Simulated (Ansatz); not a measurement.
Take ZnO in the wurtzite structure (space group P6_3mc, No. 186; a = 3.230 Å, c = 5.214 Å) as the base.

The change: a negative pressure, −2 GPa.

All numbers come from plane-wave PAW DFT at the PBEsol level (Ansatz, a quantum-chemistry and plane-wave program, 420 eV), spin-orbit coupling left out.

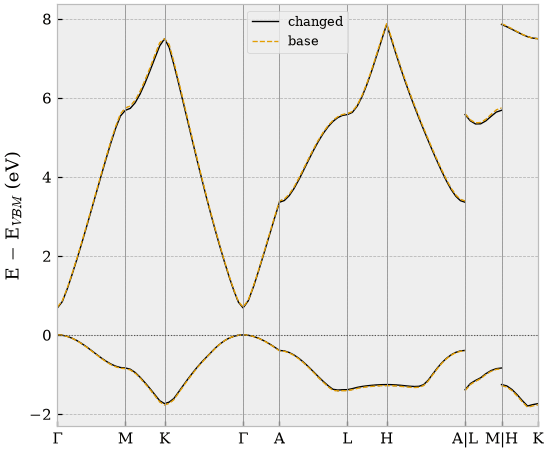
Figure. Highest valence and lowest conduction band along the path, each from its own valence-band maximum

From the figure, how large is the changed gap, and is it direct?

About 0.7 eV, direct at Γ.

Load acts through the strain it causes; cell and atoms are relaxed under it. Whether these cells are dynamically stable was not tested.
